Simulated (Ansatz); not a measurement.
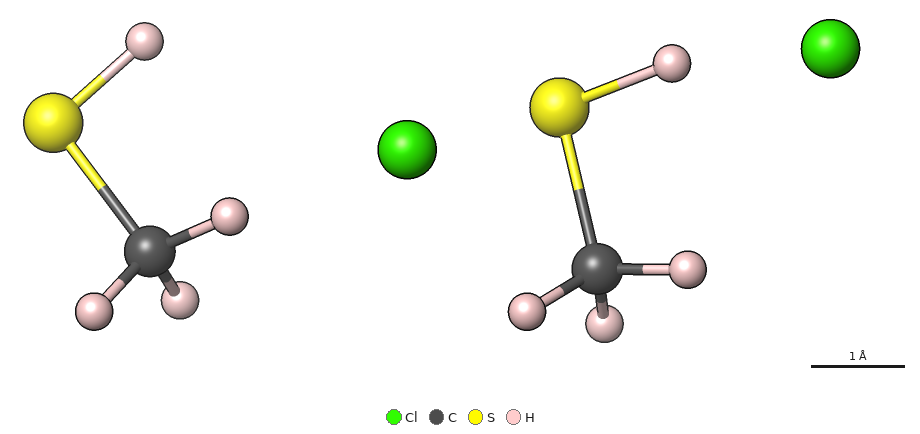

Two geometries of CH₄ClS (charge −1) (coarse preliminary run), drawn at one scale. One is the start of a relaxation, the other its converged end. The picture is a ball-and-stick view, seen at a tilt.

Method: Ansatz 0.2.0, RKS PBE-D4/def2-SVPD. (force threshold 0.03 eV/Å; at most 250 steps)

### Which geometry has the lower energy?

The right one is the relaxed one. Over 10 accepted moves (11 points after the start) the energy falls by 6.95 kcal/mol. The largest force component goes from 0.86 to 0.0065 eV/Å. The line search rejected the trial step at point 9 of the run. The atom that moves furthest after the best rigid fit is the Cl atom (1.21 Å). Largest moves by element: Cl 1.21 Å, H 1.07 Å, S 0.53 Å, C 0.26 Å. Among the contacts that change: Cl–H 3.649 → 1.949 Å, H–S 1.329 → 1.446 Å, C–H 1.088 → 1.108 Å, C–S 1.815 → 1.835 Å. Among the angles between lasting bonds that change: S–C–H 107.5° → 111.2°, C–S–H 95.7° → 92.5°, S–C–H 108.8° → 111.2°. Groups turn about C–S by about 30°. Cost: 15 s on 2 threads of Intel Xeon Platinum 8488C (shared host).

Limits of the set-up: the start holds two separate molecules, 2.2 Å apart at their closest, whose relative position is a soft coordinate.
